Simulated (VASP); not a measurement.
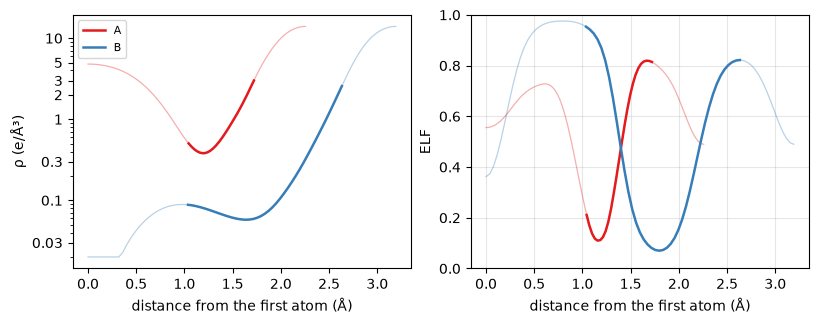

YMgF$_{3}$. Valence pseudo-density and ELF along straight lines between neighbouring atoms. Thin, pale parts lie inside the atomic spheres.

Space group Pm-3m; a structure from a database of computed crystals, not necessarily the ambient phase; a generated structure, not necessarily the stable one.

The calculation used Kohn-Sham DFT of a periodic cell, PBE, VASP PAW PBE potentials, recommended in VASP.

Core electrons are frozen (PAW), and the valence fields are smoothed inside the atomic spheres.

**Which curve belongs to which contact (Mg–F and Y–F)? The first atom named is at distance zero.**

Curve A: Y–F (2.26 Å): ρ is about 0.4 e/Å³ halfway; the ELF peaks at about 0.80 in the valence shell of F, 0.6 Å from its nucleus, and drops to about 0.10 between the two atoms: an ionic contact with no shared pair. Curve B: Mg–F (3.19 Å): ρ at the midpoint is about 0.06 e/Å³; the ELF is about 0.15 at the midpoint; no localised pair shows between them.
